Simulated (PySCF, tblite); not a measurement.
# C₄H₉NO₂Si: geometry, infrared bands and NMR shifts

What infrared bands and NMR shifts should C₄H₉NO₂Si (`O=CN1CCC[Si@@H]1O`) show?

Programs: tblite 0.8.0 and PySCF 2.14.0, with density-fitted response routines of our own. Each step states its level of theory. These are calculated values for one molecule in the gas phase, unless marked as measured. Atoms are numbered from 0 throughout.

## (1) Starting geometry

17 atoms, charge 0, multiplicity 1; geometry from: force field or distance geometry start.

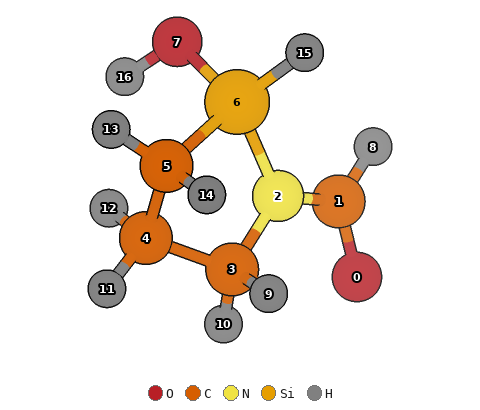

The starting geometry (oxygen red, carbon orange, nitrogen yellow, silicon amber, hydrogen grey), atoms numbered.

## (2) Optimising the geometry with GFN2-xTB

Job settings and geometry (Å):

```
{"job": {"kind": "relax", "xc": "GFN2-xTB", "basis": "xTB"}, "charge": 0, "multiplicity": 1}
O      2.560000    -1.876300    -0.635200
C      2.320100    -0.715000    -0.158500
N      0.983900    -0.373700     0.069400
C     -0.156200    -1.222800    -0.235800
C     -1.335900    -0.340000    -0.534200
C     -1.507600     0.534400     0.685000
Si     0.282500     1.149500     0.721300
O      0.559700     2.398800    -0.409700
H      3.173600    -0.083300     0.070200
H     -0.448700    -1.819400     0.691900
H      0.037800    -1.923500    -1.079300
H     -2.273000    -0.894000    -0.735000
H     -1.079900     0.334400    -1.385000
H     -2.214200     1.334600     0.568900
H     -1.693100    -0.143600     1.535600
H      0.735300     1.461200     2.074700
H      0.048500     2.190700    -1.254100
```

Command:

```console
> OMP_NUM_THREADS=1 python probes_run.py task.json out
```

The driver reads the jobs from task.json and runs them one after another.

The log of the run:

```text
step      E/eV     max force
  0    -707.06795    5.265
  1    -707.42692    4.376
  2    -707.60272    1.270
  3    -707.68262    0.995
  4    -707.79513    0.713
  5    -707.83447    0.532
  6    -707.87444    0.357
  7    -707.89958    0.424
  8    -707.92461    0.333
  9    -707.94284    0.350
 10    -707.96370    0.400
 11    -707.98583    0.401
 12    -708.00727    0.352
 13    -708.02214    0.227
 14    -708.03157    0.230
 15    -708.03952    0.236
 16    -708.04871    0.239
 17    -708.05877    0.241
 18    -708.06703    0.241
 19    -708.07255    0.181
 20    -708.07680    0.148
 21    -708.08066    0.133
 22    -708.08455    0.178
 23    -708.08848    0.181
 24    -708.09270    0.167
 25    -708.09780    0.170
 26    -708.10331    0.188
 27    -708.10779    0.152
 28    -708.11104    0.130
 29    -708.11350    0.112
 30    -708.11552    0.106
 31    -708.11739    0.093
 32    -708.11889    0.085
 33    -708.12006    0.097
 34    -708.12122    0.088
 35    -708.12256    0.099
 36    -708.12386    0.095
 37    -708.12480    0.068
 38    -708.12534    0.062
 39    -708.12576    0.054
 40    -708.12635    0.055
 41    -708.12703    0.056
 42    -708.12763    0.053
 43    -708.12814    0.054
 44    -708.12864    0.045
 45    -708.12919    0.050
 46    -708.12966    0.043
 47    -708.12995    0.037
 48    -708.13015    0.035
 49    -708.13039    0.040
 50    -708.13068    0.047
 51    -708.13095    0.042
 52    -708.13116    0.040
 53    -708.13136    0.032
 54    -708.13165    0.047
 55    -708.13202    0.054
 56    -708.13240    0.048
 57    -708.13275    0.044
 58    -708.13309    0.049
 59    -708.13347    0.051
 60    -708.13392    0.052
 61    -708.13445    0.057
 62    -708.13500    0.068
 63    -708.13566    0.070
 64    -708.13649    0.062
 65    -708.13736    0.111
 66    -708.13798    0.072
 67    -708.13864    0.058
 68    -708.13907    0.046
 69    -708.13933    0.037
 70    -708.13955    0.030
 71    -708.13978    0.032
 72    -708.13994    0.025
 73    -708.14005    0.020
 74    -708.14013    0.020
 75    -708.14022    0.024
 76    -708.14034    0.026
 77    -708.14050    0.032
 78    -708.14069    0.034
 79    -708.14091    0.033
 80    -708.14111    0.031
 81    -708.14126    0.024
 82    -708.14137    0.027
 83    -708.14145    0.025
 84    -708.14153    0.019
 85    -708.14158    0.017
 86    -708.14161    0.012
 87    -708.14163    0.013
 88    -708.14166    0.012
 89    -708.14169    0.011
 90    -708.14171    0.012
 91    -708.14174    0.013
 92    -708.14176    0.011
 93    -708.14178    0.011
 94    -708.14181    0.011
 95    -708.14184    0.014
 96    -708.14186    0.017
 97    -708.14189    0.016
 98    -708.14192    0.011
 99    -708.14194    0.010
100    -708.14196    0.009
```

It took 0.71 s on 1 thread of Arm Neoverse V1, shared host; peak memory 0.18 GiB.

Relaxation path: (not every step is listed)

```
step  energy from step 0 (eV)  largest force (eV/Å)
   0                   0.0000                5.2653
   1                  -0.3590                4.3757
   2                  -0.5348                1.2699
   3                  -0.6147                0.9954
   4                  -0.7272                0.7128
   5                  -0.7665                0.5325
   6                  -0.8065                0.3566
   7                  -0.8316                0.4244
   8                  -0.8567                0.3327
  16                  -0.9808                0.2390
  24                  -1.0248                0.1675
  32                  -1.0509                0.0850
  40                  -1.0584                0.0547
  48                  -1.0622                0.0348
  56                  -1.0644                0.0481
  64                  -1.0685                0.0618
  72                  -1.0720                0.0249
  80                  -1.0732                0.0306
  88                  -1.0737                0.0122
  95                  -1.0739                0.0144
  96                  -1.0739                0.0175
  97                  -1.0739                0.0157
  98                  -1.0740                0.0112
  99                  -1.0740                0.0103
 100                  -1.0740                0.0095
```

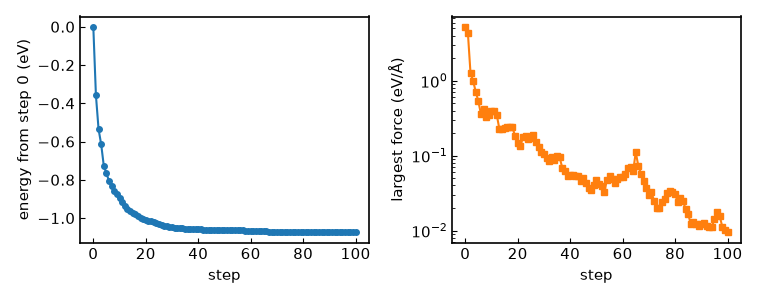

Energy and force, step by step.

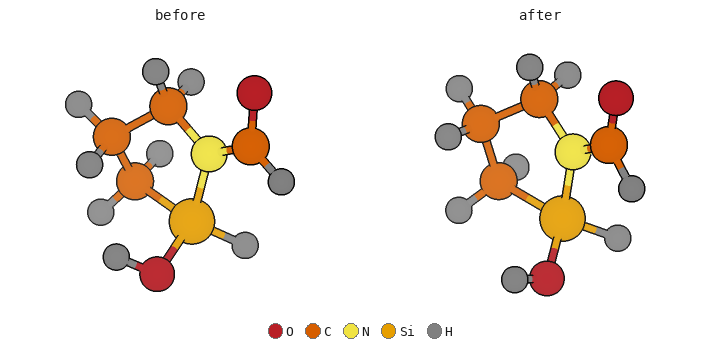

The geometry before (left) and after (right).

Distances of close pairs at the start and the end, largest changes first:

```
  bond  before (Å)  after (Å)  change (Å)
Si6–O7       1.708      1.619      -0.089
 O0–C1       1.278      1.206      -0.072
O7–H16       1.009      0.955      -0.054
 C1–N2       1.398      1.345      -0.053
N2–Si6       1.799      1.753      -0.047
 C3–H9       1.141      1.095      -0.046
 C4–C5       1.510      1.534      +0.024
C4–H12       1.115      1.092      -0.023
```

The final coordinates are the input of the step that follows.

## (3) Harmonic vibrations with GFN2-xTB

Job settings and geometry (Å):

```
{"job": {"kind": "ir", "xc": "GFN2-xTB", "basis": "xTB"}, "charge": 0, "multiplicity": 1}
O      2.535307    -1.689500    -0.804502
C      2.154626    -0.654086    -0.316026
N      0.886892    -0.350050     0.013843
C     -0.161503    -1.336318    -0.197628
C     -1.449408    -0.566052    -0.469854
C     -1.512394     0.596753     0.528384
Si     0.300555     1.129976     0.746999
O      0.833449     2.458214    -0.010617
H      2.836830     0.187773    -0.094979
H     -0.264981    -1.949832     0.703378
H      0.123884    -1.987798    -1.025877
H     -2.314694    -1.223963    -0.388747
H     -1.417206    -0.171709    -1.487647
H     -2.177018     1.382279     0.173849
H     -1.922591     0.245040     1.474165
H      0.793459     1.339874     2.096370
H      0.747797     2.601429    -0.951018
```

The log of the run:

```text
mode    cm-1     km/mol
  1      60.1      1.03
  2     113.0      5.57
  3     145.0      2.03
  4     214.1     13.40
  5     218.4     10.83
  6     248.5     72.46
  7     277.6     54.44
  8     351.1     12.85
  9     393.6     35.86
 10     491.0     34.79
 11     546.9     37.08
 12     605.9    111.01
 13     653.3     15.99
 14     709.3     72.43
 15     768.0    230.11
 16     794.4     76.56
 17     806.3    124.23
 18     869.9      4.33
 19     931.5    197.37
 20     933.6     24.57
 21     966.7      9.90
 22     995.8     31.15
 23    1078.3     11.83
 24    1113.3     99.67
 25    1147.7     29.21
 26    1183.9     21.87
 27    1214.9     30.30
 28    1276.0      9.68
 29    1306.3     19.57
 30    1325.4    145.28
 31    1330.1     30.55
 32    1399.7     76.29
 33    1481.0      2.54
 34    1482.1      4.29
 35    1497.1      2.18
 36    1757.2    729.17
 37    2368.3    248.59
 38    2772.5    159.50
 39    2928.6     34.13
 40    2972.9     33.94
 41    2984.8     10.63
 42    2996.1     50.39
 43    3000.9     62.08
 44    3017.0     25.56
 45    3638.4     26.58
```

Wall time 0.63 s (1 thread of Arm Neoverse V1, shared host); peak memory 0.18 GiB.

The strongest bands and the atoms that carry them (share of the mass-weighted mode):

```
cm⁻¹  km/mol                                atoms
 606   111.0                             H15 80 %
 768   230.1                   H16 43 %, H15 13 %
 806   124.2           C1 25 %, H16 20 %, C3 17 %
 932   197.4                    O7 36 %, Si6 32 %
1325   145.3  N2 39 %, C3 16 %, H8 12 %, H10 12 %
1757   729.2                     C1 63 %, O0 34 %
2368   248.6                             H15 97 %
2772   159.5                              H8 94 %
```

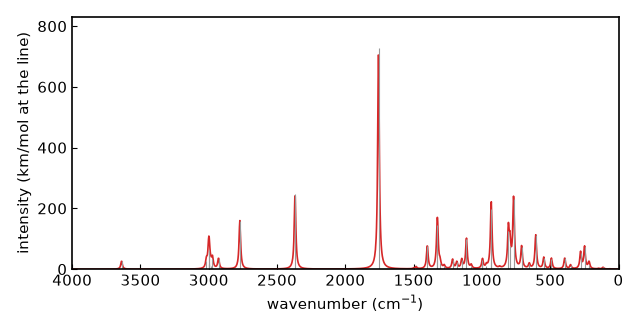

The infrared spectrum from these modes, unscaled. Lines are broadened to a width of 14 cm⁻¹ (Lorentzian).

## (4) Nuclear shieldings: PBE0/pcSseg-1

Same as in step 3 but for these lines:

```diff
@@ -1,2 +1,2 @@
-{"job": {"kind": "ir", "xc": "GFN2-xTB", "basis": "xTB"}, "charge": 0, "multiplicity": 1}
+{"job": {"kind": "nmr", "xc": "PBE0", "basis": "pcSseg-1"}, "charge": 0, "multiplicity": 1}
 O      2.535307    -1.689500    -0.804502
```

Method: GIAO PBE0/pcSseg-1 NMR shielding, non-relativistic, gas phase.

The log of the run:

```text
coarse grid: 14784 points
cycle   1  E = -651.7643960326  dE =  1.333e+00  |g| = 1.057e+00  |ddm| = 3.740e+00
cycle   2  E = -651.2154709712  dE =  5.489e-01  |g| = 1.981e+00  |ddm| = 2.388e+00
cycle   3  E = -651.9577142203  dE = -7.422e-01  |g| = 3.077e-01  |ddm| = 1.816e+00
cycle   4  E = -651.9755111909  dE = -1.780e-02  |g| = 1.002e-01  |ddm| = 2.849e-01
cycle   5  E = -651.9772860599  dE = -1.775e-03  |g| = 2.219e-02  |ddm| = 7.646e-02
cycle   6  E = -651.9773861700  dE = -1.001e-04  |g| = 6.998e-03  |ddm| = 2.024e-02
cycle   7  E = -651.9773969036  dE = -1.073e-05  |g| = 1.565e-03  |ddm| = 6.245e-03
cycle   8  E = -651.9773973926  dE = -4.890e-07  |g| = 5.790e-04  |ddm| = 1.836e-03
final grid: 138520 points
cycle   9  E = -652.0430485545  dE = -2.238e-05  |g| = 1.270e-02  |ddm| = 2.688e-02
cycle  10  E = -652.0429670595  dE =  8.150e-05  |g| = 2.414e-02  |ddm| = 2.528e-02
cycle  11  E = -652.0430796035  dE = -1.125e-04  |g| = 2.478e-03  |ddm| = 1.756e-02
cycle  12  E = -652.0430808834  dE = -1.280e-06  |g| = 3.603e-04  |ddm| = 1.989e-03
cycle  13  E = -652.0430809037  dE = -2.034e-08  |g| = 1.564e-04  |ddm| = 3.633e-04
cycle  14  E = -652.0430809081  dE = -4.393e-09  |g| = 3.371e-05  |ddm| = 1.182e-04
cycle  15  E = -652.0430809083  dE = -1.862e-10  |g| = 1.174e-05  |ddm| = 3.410e-05
converged SCF energy = -652.0430809083

GIAO shielding tensors (ppm)
atom      isotropic    diamagn.    paramagn.     s11        s22        s33       span
  0 O     -121.046     399.686    -520.732   -465.906   -238.760    341.529    807.435
  1 C       23.072     244.177    -221.105    -75.483     47.663     97.036    172.519
  2 N      109.081     335.974    -226.894      2.415    151.073    173.753    171.338
  3 C      142.647     245.823    -103.176    122.452    146.274    159.214     36.762
  4 C      160.689     249.547     -88.858    148.975    160.436    172.658     23.683
  5 C      171.719     256.681     -84.962    160.969    173.987    180.201     19.232
  6 Si     360.814     880.747    -519.932    327.844    361.745    392.855     65.011
  7 O      289.744     388.060     -98.316    259.720    299.740    309.770     50.050
  8 H       23.194      27.506      -4.312     18.220     24.226     27.136      8.916
  9 H       29.124      31.151      -2.028     24.368     26.998     36.005     11.637
 10 H       27.367      31.387      -4.020     22.054     27.243     32.805     10.751
 11 H       29.757      30.521      -0.765     24.551     27.583     37.136     12.585
 12 H       30.257      32.490      -2.233     25.511     28.495     36.765     11.254
 13 H       30.789      31.104      -0.315     26.510     27.877     37.979     11.469
 14 H       30.965      31.599      -0.634     26.225     28.630     38.040     11.815
 15 H       26.716      29.509      -2.793     22.746     24.584     32.818     10.072
 16 H       29.785      32.391      -2.606     22.065     24.617     42.672     20.607
```

Wall time 42 s (1 thread of Arm Neoverse V1, shared host); peak memory 0.84 GiB.

Shifts follow as δ = σ(reference) − σ, with reference shieldings (ppm) from runs at the same level and on the same kind of geometry: ¹H TMS 31.72, ¹³C TMS 186.9, ²⁹Si TMS 349.2, ¹⁵N NH3 267.7, ¹⁷O H2O 336.1. The references are single molecules in the gas phase, so shifts against H2O, NH3, PH3, H3PO4 or CFCl3 are not on the usual liquid scales and can be off by tens of ppm.

```
atoms                                                    environment  σ (ppm)  δ (ppm)  δ scaled to CDCl3
   C1                                          amide carbonyl carbon     23.1    163.9              158.0
   C3                                            sp3 CH2 bonded to N    142.6     44.3               41.3
   C4                                              sp3 CH2 in a ring    160.7     26.2               23.7
   C5                                           sp3 CH2 bonded to Si    171.7     15.2               12.9
   H8                           hydrogen on an amide carbonyl carbon    23.19     8.52               8.14
  H15  hydrogen on a silicon bonded to C, N, O, in a 5-membered ring    26.72     5.00                  –
  H10                             hydrogen on an sp3 CH2 bonded to N    27.37     4.35               4.21
   H9                             hydrogen on an sp3 CH2 bonded to N    29.12     2.59               2.55
  H11                               hydrogen on an sp3 CH2 in a ring    29.76     1.96               1.95
  H16                             hydrogen on an oxygen bonded to Si    29.79     1.93                  –
  H12                               hydrogen on an sp3 CH2 in a ring    30.26     1.46               1.48
  H13                            hydrogen on an sp3 CH2 bonded to Si    30.79     0.93               0.98
  H14                            hydrogen on an sp3 CH2 bonded to Si    30.96     0.75               0.81
   O0                                     amide-type carbonyl oxygen   -121.0    457.1                  –
   O7                                         oxygen bonded to Si, H    289.7     46.3                  –
   N2                                            amide-type nitrogen    109.1    158.6                  –
  Si6             silicon bonded to C, N, O, H, in a 5-membered ring    360.8    -11.7                  –
```

The scaled column applies a straight-line fit of computed shieldings to shifts measured in CDCl3 (root-mean-square error 0.16 ppm for H, 1.9 ppm for C).

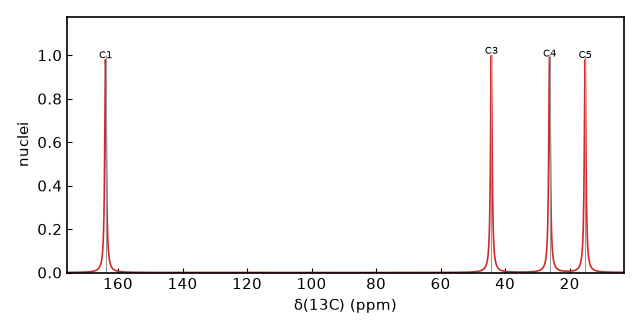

¹³C lines at the computed shifts, without couplings. Lines are broadened to a width of 0.59 ppm (Lorentzian).

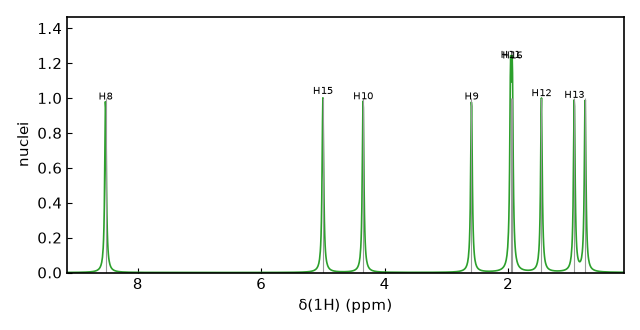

¹H lines at the computed shifts, without couplings. Lines are broadened to a width of 0.03 ppm (Lorentzian).

The run also stored atomic charges by several schemes (e):

```
atoms  Mulliken    IAO  Hirshfeld  ESP fit
   O0     -0.43  -0.48      -0.28    -0.49
   C1      0.43   0.31       0.13     0.35
   N2     -0.78  -0.48      -0.14    -0.23
   C3      0.03  -0.16      -0.02    -0.08
   C4     -0.24  -0.25      -0.07    -0.02
   C5     -0.58  -0.58      -0.17    -0.28
  Si6      1.09   1.22       0.46     0.65
   O7     -0.54  -0.78      -0.30    -0.67
```

IAO charges:

O0 -0.48; C1 0.31; N2 -0.48; C3 -0.16; C4 -0.25; C5 -0.58; Si6 1.22; O7 -0.78; H8 0.10; H9 0.13; H10 0.16; H11 0.14; H12 0.13; H13 0.15; H14 0.15; H15 -0.15; H16 0.37

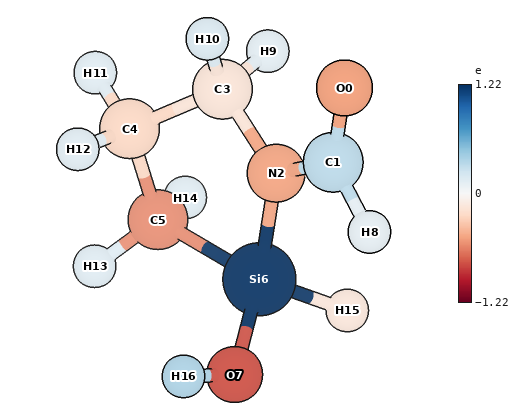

IAO charges, as colours on the atoms.

Mayer bond orders: O0–C1 1.93, C1–N2 1.15, N2–C3 0.88, C3–C4 1.03, C4–C5 1.02, C5–Si6 0.88, Si6–O7 1.08, Si6–N2 0.83.

Ring of atoms N2, C3, C4, C5, Si6: NICS(0) -5.5, NICS(1) -3.5, NICS(1)zz -1.8 ppm (means of both faces).

Orbitals, density, ELF and potential are computed afterwards from the orbital file.

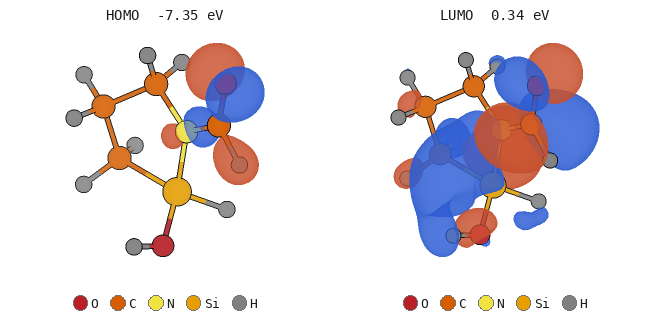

PBE0/pcSseg-1 orbitals near the gap, drawn at the value that encloses 70 % of each; the two colours are the two signs.

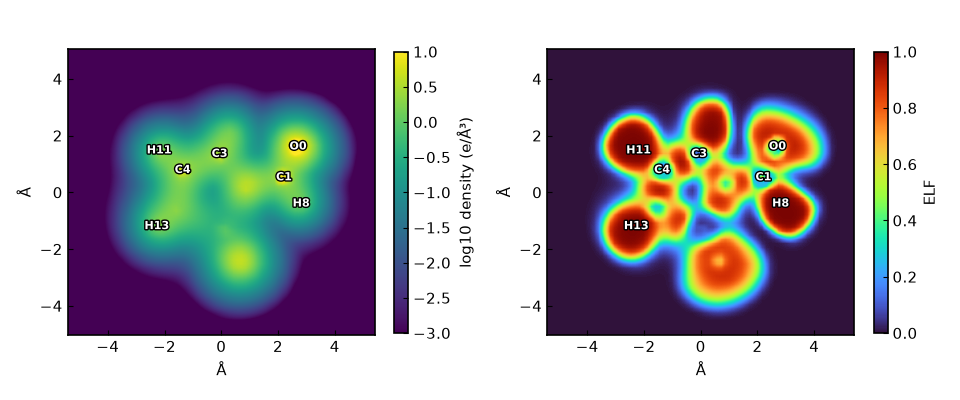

Density (left) and ELF (right) in a plane through or near 7 of the atoms.

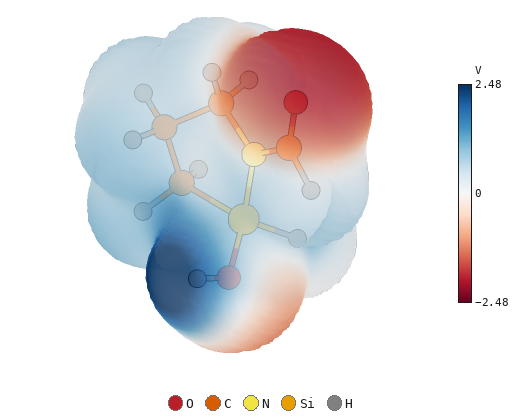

Electrostatic potential on the surface of density 0.002 e/bohr³; red is low, blue high. It runs from -1.99 V near O0 to 2.48 V near H16.

## (5) Summary of results

| quantity | value |
| --- | --- |
| strongest single infrared mode (GFN2-xTB) | 1757 cm⁻¹, 729 km/mol |
| zero-point energy (GFN2-xTB) | 82.0 kcal/mol |
| ¹³C shifts against TMS (PBE0/pcSseg-1) | 163.9, 44.3, 26.2, 15.2 ppm |
| ¹H shifts against TMS (PBE0/pcSseg-1) | 8.52, 5.00, 4.35, 2.59, 1.96, 1.93, 1.46, 0.93, 0.75 ppm |
| ¹⁷O shifts against H2O (PBE0/pcSseg-1) | 457.1, 46.3 ppm |
| ¹⁵N shifts against NH3 (PBE0/pcSseg-1) | 158.6 ppm |
| ²⁹Si shifts against TMS (PBE0/pcSseg-1) | -11.7 ppm |
| surface potential, least and greatest | -1.99 V and 2.48 V |

In words: Relaxing lowered the energy by 1.074 eV in 100 steps; the close pair that moved most is Si6–O7, from 1.708 to 1.619 Å. All 45 modes are real, so the xTB geometry is a minimum. The strongest single mode, at 1757 cm⁻¹, moves mainly C1 and O0. Unscaled tight-binding wavenumbers are off by several per cent, some by more. Its intensities can rank the bands wrongly. At PBE0/pcSseg-1: The largest span, 807 ppm, is at O0, where the paramagnetic term is -521 ppm.
